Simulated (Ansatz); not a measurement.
# SnTe (SMILES [Sn][Te]): r2SCAN/def2-TZVPPD (core potential)

What is the vertical ionisation energy of SnTe at r2SCAN/def2-TZVPPD (core potential)? 

Program for the calculation: Ansatz 0.2.0.

## 1. The structure to begin with

SnTe has 2 atoms, charge 0, and is taken as a singlet. SMILES: `[Sn][Te]`. The coordinates come from a PBE0-D4/def2-TZVP relaxation.

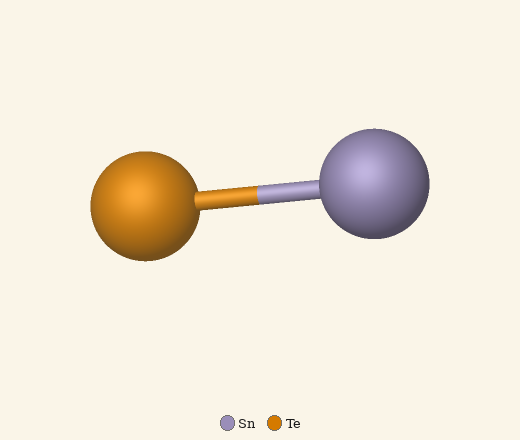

The structure, seen from a chosen angle (tin purple, tellurium orange).

## 2. The energy at r2SCAN/def2-TZVPPD (core potential)

File input.yaml:

```yaml
crystal:
  periodic: [false, false, false]
  atoms:
    - {symbol: Sn, position_ang: [0.000000, 0.000000, 0.009440]}
    - {symbol: Te, position_ang: [-0.000000, -0.000000, 2.527330]}
basis:
  gaussian:
    orbitals: def2-TZVPPD.json
magnetization:
  spin_polarized: false
  initial_magnetization: 0
hamiltonian:
  xc: {name: r2SCAN}
accuracy: high
output:
  orbitals: {seedname: orbitals}
```

The basis set def2-TZVPPD is read from a file made from the Basis Set Exchange's data (not shown).

Launch:

```bash
ansatz run input.yaml --threads 1 --pin off --max-ram 3480MiB --events-out events.jsonl --progress --plain --runs-dir runs
```

Log:

```text
Warning: RAYON_NUM_THREADS=1 ignored (pool sized by the plan → 1); use --threads N
Functional definition: r2SCAN
  name "r2SCAN"
  parameter k0 = 0.174
  parameter k1 = 0.065
  parameter a1 = 4.9479
  exchange = r2scan_x(k0 = k0, k1 = k1, a1 = a1)
  correlation = r2scan_c
2004 factors; integrals over basis functions are off by at most 2.3e-9 eV
mean field evaluation 1: about -13130.0484 eV, gradient 1.9e1 eV
mean field evaluation 2: about -13102.5664 eV, gradient 8.1e1 eV
mean field evaluation 4: about -13131.3384 eV, gradient 4.5e0 eV
mean field evaluation 8: about -13131.3954 eV, gradient 4.5e-2 eV
mean field evaluation 16: about -13131.3954 eV, gradient 2.0e-5 eV
mean field -13131.39536098 eV, -482.5698787364 hartree, gradient 1.4e-8 eV, S^2 0.000000; 0 other end points of the search recorded, 0 dependent functions left out
reference -13131.39536190 eV, -482.5698787703 hartree; 23, 23 occupied and 92, 92 virtual orbitals, 2004 factors
Total energy: -13131.39536190 eV, -482.5698787703 hartree
```

It took 16 s on 1 thread of Arm Neoverse V1, shared host; peak memory 0.35 GiB.

## 3. The doublet cation, same level

File run.yaml:

```yaml
crystal:
  periodic: [false, false, false]
  atoms:
    - {symbol: Sn, position_ang: [0.000000, 0.000000, 0.009440]}
    - {symbol: Te, position_ang: [-0.000000, -0.000000, 2.527330]}
basis:
  gaussian:
    orbitals: def2-TZVPPD.json
total_charge: 1
magnetization:
  spin_polarized: true
  initial_magnetization: 1
hamiltonian:
  xc: r2scan
accuracy: high
output: {orbitals: {seedname: orbitals}}
```

The basis set def2-TZVPPD is read from a file made from the Basis Set Exchange's data (not shown).

Launch:

```bash
ansatz run run.yaml --threads 1 --pin off --max-ram 3480MiB --events-out events.jsonl --progress --plain --runs-dir runs
```

Log:

```text
Warning: RAYON_NUM_THREADS=1 ignored (pool sized by the plan → 1); use --threads N
Functional definition: r2SCAN
  name "r2SCAN"
  parameter k0 = 0.174
  parameter k1 = 0.065
  parameter a1 = 4.9479
  exchange = r2scan_x(k0 = k0, k1 = k1, a1 = a1)
  correlation = r2scan_c
2004 factors; integrals over basis functions are off by at most 2.3e-9 eV
mean field evaluation 1: about -13117.0973 eV, gradient 2.8e1 eV
mean field evaluation 2: about -13055.7460 eV, gradient 8.4e1 eV
mean field evaluation 4: about -13121.5306 eV, gradient 1.2e1 eV
mean field evaluation 8: about -13122.4262 eV, gradient 1.0e-1 eV
mean field evaluation 16: about -13122.4234 eV, gradient 4.6e-3 eV
mean field evaluation 32: about -13122.7514 eV, gradient 2.7e-8 eV
mean field evaluation 64: about -13122.7484 eV, gradient 2.2e-1 eV
mean field -13122.75136661 eV, -482.2522178027 hartree, gradient 1.5e-8 eV, S^2 0.758921; 7 other end points of the search recorded, 0 dependent functions left out
reference -13122.75137174 eV, -482.2522179910 hartree; 23, 22 occupied and 92, 93 virtual orbitals, 2004 factors
Total energy: -13122.75137174 eV, -482.2522179910 hartree
```

Wall time 1.7 min (1 thread of Arm Neoverse V1, shared host); peak memory 0.53 GiB.

## 4. What came out

At r2SCAN/def2-TZVPPD (core potential):

| quantity | value |
| --- | --- |
| singlet SnTe: total energy | -482.56988 Eh |
| singlet SnTe: HOMO energy | -6.07 eV |
| singlet SnTe: LUMO energy | -3.21 eV |
| singlet SnTe: HOMO–LUMO gap | 2.86 eV |
| doublet cation: total energy | -482.25222 Eh |
| doublet cation: HOMO energy (highest over α and β) | -11.82 eV |
| doublet cation: LUMO energy (lowest over α and β) | -11.19 eV |
| doublet cation: ⟨S²⟩ | 0.759 |
| vertical ionisation energy (to the doublet cation) | 8.644 eV |

**Reading.** Removing an electron at fixed nuclei costs 8.64 eV (834 kJ/mol). The negative HOMO energy of the first species, 6.07 eV, lies 2.57 eV below that difference.
